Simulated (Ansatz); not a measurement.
# The cluster CSi2: single points with varied inputs

Aim: run the cluster CSi2 under a spread of inputs, and see what each costs and gives.

The runs use Ansatz 0.2.0, Gaussian basis; the settings change from run to run.

1 further run of the same task is left out (set aside as unsound or not needed).

## Step 1: The geometry

The geometry comes from an earlier relaxation with PBE0-D4 in a triple-zeta def2 set; it is a stationary point.

3 atoms, charge 0, spin multiplicity 1.

Atoms are counted from 1 here; the program's logs count them from 0.

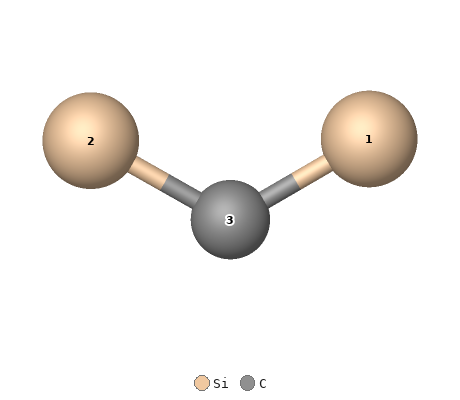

The geometry (silicon light orange, carbon grey); atoms are numbered from 1 in the order of the file.

As a file:

```mol
CSi2
  3D, bonds by distance, orders not assigned

  3  2  0  0  0  0  0  0  0  0999 V2000
   -1.0699    0.9138   -0.4981 Si  0  0
    1.1251   -0.4835    0.8533 Si  0  0
   -0.0552   -0.4303   -0.3552 C   0  0
  1  3  8  0
  2  3  8  0
M  END
```

## Step 2: CCSD/def2-SVPD

Set apart from the defaults: atoms shaken by 0.03 Å.

The input, in.yaml:

```yaml
crystal:
  periodic: [false, false, false]
  atoms:
    - {symbol: Si, position_ang: [-1.066226, 0.920744, -0.490744]}
    - {symbol: Si, position_ang: [1.115771, -0.468934, 0.848717]}
    - {symbol: C, position_ang: [-0.035476, -0.513585, -0.346726]}
basis:
  gaussian: {orbitals: def2-SVPD}
hamiltonian: {xc: {name: HF}}
correlation: {method: ccsd}
```

Launch:

```sh
ansatz run in.yaml --threads 4 --pin off --events-out ev --progress --plain --max-ram 3916MiB
```

Output:

```text
Functional definition: HF
  name "HF"
  cite "Fock, Z. Phys. 61, 126 (1930) doi:10.1007/BF01340294"
  parent pbe
  exchange = exact_x
  correlation = 0
662 factors; integrals over basis functions are off by at most 4.6e-4 eV
mean field evaluation 1: about -16742.4387 eV, gradient 3.4e1 eV
mean field evaluation 2: about -16742.4710 eV, gradient 3.4e1 eV
mean field evaluation 4: about -16745.7542 eV, gradient 2.9e0 eV
mean field evaluation 8: about -16745.8069 eV, gradient 1.8e-1 eV
mean field evaluation 16: about -16742.4399 eV, gradient 3.4e1 eV
mean field -16745.80727661 eV, -615.3970666996 hartree, gradient 2.6e-6 eV, S^2 0.000000; 0 other end points of the search recorded, 0 dependent functions left out
11 core orbitals not correlated: weight in the atoms' cores, before any rotation towards them, 1.000 or more for the frozen orbitals, at most 0.000 for the correlated occupied ones
reference -16745.80727661 eV, -615.3970666996 hartree; 6, 6 occupied and 51, 51 virtual orbitals, 662 factors
second order -8.02097601 eV of doubles, -0.00000000 eV of singles
cycle   1  -8.09399553 eV  change   -7.3e-2 eV  update   1.2e-1
cycle   2  -8.48411700 eV  change   -3.9e-1 eV  update   4.0e-2
cycle   3  -8.58628055 eV  change   -1.0e-1 eV  update   2.1e-2
cycle   4  -8.58051740 eV  change    5.8e-3 eV  update   5.8e-3
cycle   5  -8.58380443 eV  change   -3.3e-3 eV  update   3.4e-3
cycle   6  -8.58416554 eV  change   -3.6e-4 eV  update   1.3e-3
cycle   7  -8.58374530 eV  change    4.2e-4 eV  update   5.4e-4
cycle   8  -8.58388085 eV  change   -1.4e-4 eV  update   2.1e-4
cycle   9  -8.58385476 eV  change    2.6e-5 eV  update   7.2e-5
cycle  10  -8.58381656 eV  change    3.8e-5 eV  update   3.0e-5
cycle  11  -8.58383014 eV  change   -1.4e-5 eV  update   1.3e-5
Total energy: -16754.39110675 eV, -615.7125166390 hartree
```

Wall time 0.45 s (4 threads of Arm Neoverse V2, shared host).

T1 0.022.

## Step 3: B97/aug-cc-pVDZ

Set apart from the defaults: coordinates scaled by 0.96.

The input, in.yaml:

```yaml
crystal:
  periodic: [false, false, false]
  atoms:
    - {symbol: Si, position_ang: [-1.027077, 0.877225, -0.478157]}
    - {symbol: Si, position_ang: [1.080085, -0.464134, 0.819155]}
    - {symbol: C, position_ang: [-0.053018, -0.413091, -0.341008]}
basis:
  gaussian: {orbitals: aug-cc-pVDZ}
hamiltonian: {xc: {name: B97}}
scf: {omitted_lower_state_checks: [starts]}
output: {forces: true}
```

The command is unchanged.

Output, cut to the lines that bear on the results:

```text
Functional definition: B97
  name "B97"
  cite "Becke, J. Chem. Phys. 107, 8554 (1997) doi:10.1063/1.475007"
[...]
      + integral(e_c_pw_opposite_spin*poly(b97_u_opposite, cos0, cos1, cos2))
[...]
800 factors; integrals over basis functions are off by at most 2.8e-4 eV
[...]
mean field -16786.07628230 eV, -616.8769253634 hartree, gradient 4.4e-5 eV, S^2 0.000000; 0 other end points of the search recorded, 0 dependent functions left out
[...]
reference -16786.07631663 eV, -616.8769266248 hartree; 17, 17 occupied and 60, 60 virtual orbitals, 800 factors
Total energy: -16786.07631663 eV, -616.8769266248 hartree
Atom 0 at    -1.027077     0.877225    -0.478157 Å, force    -2.304052     2.933375    -0.406368 eV/Å
Atom 1 at     1.080085    -0.464134     0.819155 Å, force     2.652083    -0.221557     2.644966 eV/Å
Atom 2 at    -0.053018    -0.413091    -0.341008 Å, force    -0.348031    -2.711818    -2.238599 eV/Å
Dipole moment:     0.013258     0.103308     0.085281 e Å
Checks for a lower state left out: starts
```

It took 1.1 s on 4 threads of Arm Neoverse V2, shared host.

Largest force 3.752 eV/Å, dipole 0.65 D.

## Step 4: PBE0/pcseg-2

This run has D3(BJ) dispersion.

The input, in.yaml:

```yaml
crystal:
  periodic: [false, false, false]
  atoms:
    - {symbol: Si, position_ang: [-1.069872, 0.913776, -0.498080]}
    - {symbol: Si, position_ang: [1.125089, -0.483473, 0.853287]}
    - {symbol: C, position_ang: [-0.055227, -0.430304, -0.355217]}
basis:
  gaussian: {orbitals: pcseg-2}
hamiltonian: {xc: {name: PBE0}, dispersion: d3bj}
output: {forces: true}
```

The command is unchanged.

Output, cut to the lines that bear on the results:

```text
Functional definition: PBE0
  name "PBE0"
  cite "Adamo & Barone, J. Chem. Phys. 110, 6158 (1999) doi:10.1063/1.478522"
  cite "Perdew, Burke & Ernzerhof, Phys. Rev. Lett. 77, 3865 (1996) doi:10.1103/PhysRevLett.77.3865"
  parent pbe
[...]
750 factors; their error is unknown
[...]
mean field -16781.61249352 eV, -616.7128841515 hartree, gradient 9.2e-6 eV, S^2 0.000000; 0 other end points of the search recorded, 0 dependent functions left out
[...]
reference -16781.61251808 eV, -616.7128850539 hartree; 17, 17 occupied and 81, 81 virtual orbitals, 750 factors
Total energy: -16781.70111938 eV, -616.7161410918 hartree
Atom 0 at    -1.069872     0.913776    -0.498080 Å, force     0.008840    -0.038771    -0.017430 eV/Å
Atom 1 at     1.125089    -0.483473     0.853287 Å, force    -0.016705    -0.022509    -0.033157 eV/Å
Atom 2 at    -0.055227    -0.430304    -0.355217 Å, force     0.007865     0.061280     0.050587 eV/Å
Dipole moment:     0.022213     0.173083     0.142880 e Å
```

Wall time 0.55 s (4 threads of Arm Neoverse V2, shared host).

Largest force 0.080 eV/Å, dipole 1.08 D.

## Step 5: BLYP/def2-SVPD

Set apart from the defaults: charge -1, multiplicity 2, coordinates scaled by 1.05.

The input, in.yaml:

```yaml
crystal:
  periodic: [false, false, false]
  atoms:
    - {symbol: Si, position_ang: [-1.123365, 0.959465, -0.522984]}
    - {symbol: Si, position_ang: [1.181343, -0.507646, 0.895951]}
    - {symbol: C, position_ang: [-0.057988, -0.451819, -0.372977]}
basis:
  gaussian: {orbitals: def2-SVPD}
total_charge: -1
magnetization: {spin_polarized: true, initial_magnetization: 1}
hamiltonian: {xc: {name: BLYP}}
scf: {omitted_lower_state_checks: [starts]}
output: {forces: true}
```

The command is unchanged.

Output, cut to the lines that bear on the results:

```text
Functional definition: BLYP
  name "BLYP"
  cite "Becke, Phys. Rev. A 38, 3098 (1988) doi:10.1103/PhysRevA.38.3098"
  cite "Lee, Yang & Parr, Phys. Rev. B 37, 785 (1988) doi:10.1103/PhysRevB.37.785"
[...]
625 factors; their error is unknown
[...]
mean field -16783.62610567 eV, -616.7868830329 hartree, gradient 2.2e-5 eV, S^2 0.764545; 0 other end points of the search recorded, 0 dependent functions left out
[...]
reference -16783.62637005 eV, -616.7868927488 hartree; 18, 17 occupied and 50, 51 virtual orbitals, 625 factors
Total energy: -16783.62637005 eV, -616.7868927488 hartree
Atom 0 at    -1.123365     0.959465    -0.522984 Å, force     0.217095    -0.654706    -0.222786 eV/Å
Atom 1 at     1.181343    -0.507646     0.895951 Å, force    -0.339659    -0.300293    -0.565562 eV/Å
Atom 2 at    -0.057988    -0.451819    -0.372977 Å, force     0.122564     0.954999     0.788348 eV/Å
Dipole moment:     0.010154     0.079120     0.065314 e Å
Checks for a lower state left out: starts
```

Wall time 0.7 s (4 threads of Arm Neoverse V2, shared host).

Largest force 1.244 eV/Å, ⟨S²⟩ 0.765.

## Step 6: All runs side by side

| level | charge | multiplicity | geometry | functions | energy (eV) | time |
| --- | --- | --- | --- | --- | --- | --- |
| CCSD/def2-SVPD | 0 | 1 | shaken | 68 | -16754.391 | 0.45 s |
| B97/aug-cc-pVDZ | 0 | 1 | scaled | 77 | -16786.076 | 1.1 s |
| PBE0/pcseg-2 | 0 | 1 | relaxed | 98 | -16781.701 | 0.55 s |
| BLYP/def2-SVPD | -1 | 2 | scaled | 68 | -16783.626 | 0.7 s |

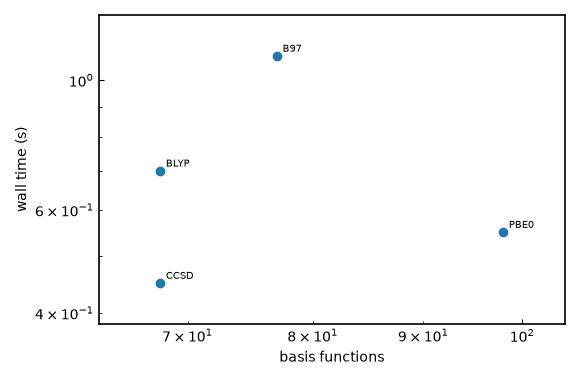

Wall time against the number of basis functions (shared host).

## Step 7: Results

```
quantity                   value
    runs                       4
quickest  CCSD/def2-SVPD, 0.45 s
 slowest  B97/aug-cc-pVDZ, 1.1 s
```

What this shows: The runs differ in state or geometry as well as level, so their energies can't be set against each other. Run time spans a factor of 2, from CCSD/def2-SVPD to B97/aug-cc-pVDZ. The jobs differ in tasks and options as well as level. At the PBE0-D4/def2-TZVP geometry and in the same state, runs without warnings or point charges leave forces up to 0.08 eV/Å (PBE0/pcseg-2), against 3.8 eV/Å where the atoms were moved.
